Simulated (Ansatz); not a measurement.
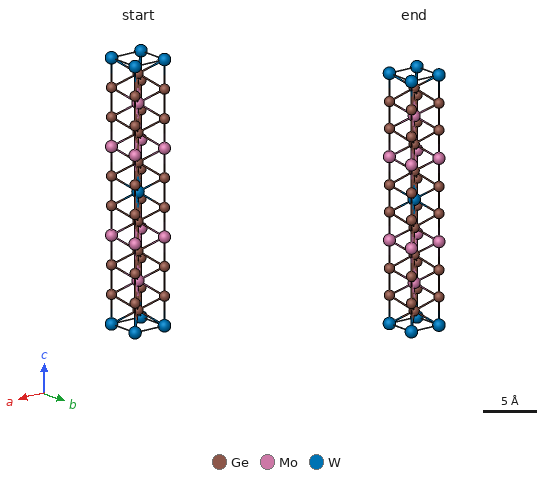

The structure of solid Ge$_{6}$Mo$_{2}$W (a generated structure, set up in I4/mmm) (coarse preliminary run) before (left) and after (right) a relaxation, at one scale.

Style: ball-and-stick. Shown: the conventional cell (2 times the calculation's cell), from a free direction. Lengths and directions refer to the drawn axes.

Level of theory: DFT PBE, scalar-relativistic, plane waves, PAW (Ansatz 0.2.0). Settings: plane-wave cutoff 420 eV; k-point mesh 6 × 6 × 6; occupations gaussian; smearing width 0.1 eV; no spin polarisation; cell and atoms relaxed; force threshold 0.04 eV/Å; at most 70 steps.

**Summarise the run.**

The energy falls by 282 meV per atom in 4 accepted moves (5 points after the start). The largest force component goes from 0.81 to 0.0075 eV/Å. The pressure goes from −20.86 to −0.03 GPa. The SCF was repeated once at an unchanged geometry on a basis and grid sized afresh for the cell, which shifted the energy by 0.8 meV per atom at most. The largest moves relative to the cell, 0.046 Å, are those of Ge atoms. By element the largest moves are Ge 0.046 Å, Mo 0.002 Å. W stays in place. Cell: a = b 3.574 → 3.338 Å (−6.6 %), c 26.459 → 24.871 Å (−6.0 %). Volume −18.0 %. Some distances before and after: Ge–Ge 2.940 → 2.679 Å, Ge–Mo 2.924 → 2.711 Å, Ge–W 2.924 → 2.719 Å, Ge–Ge 2.923 → 2.776 Å. The space group stays I4/mmm (No. 139).
